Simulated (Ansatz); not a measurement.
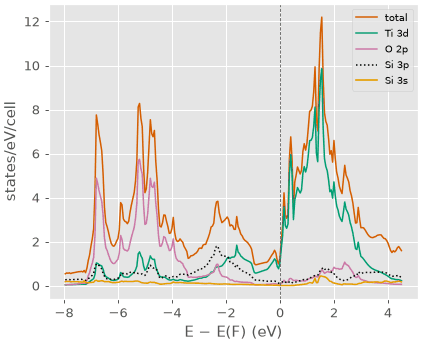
Fig. 1. Total and projected density of states of TiSiO in space group P4/nmm (No. 129; Ti on 2c, Si on 2a, O on 2c), plane-wave PAW PBE (Ansatz code)

Question: Which orbitals carry the states next to the Fermi level?

Answer: Within 0.5 eV of the Fermi level: Ti 3d 83 %, Si 3p 7 %, O 2p 5 %. Projections are on Löwdin-orthogonalised atomic valence shells; empty p or d shells of many metals are not among them.

Question: Where is the tallest occupied peak in this window, and what makes it?

Answer: Near -5.2 eV, about 8.3 states/eV per cell; the largest projected share is O 2p.

The start of the workflow was typed in or built on a structure type; neither database checked (COD, Materials Project) lists it. Its standing as an ambient phase is unchecked. Symmetry was held in the PBE relaxation; its stability against distortions is not shown here. The workflow began spin-polarised and lost its moments. The compound may be a true metal, but semilocal functionals without U, or a wrong spin order, can also close a gap.

Potentials: the earlier of the program's two PAW sets.
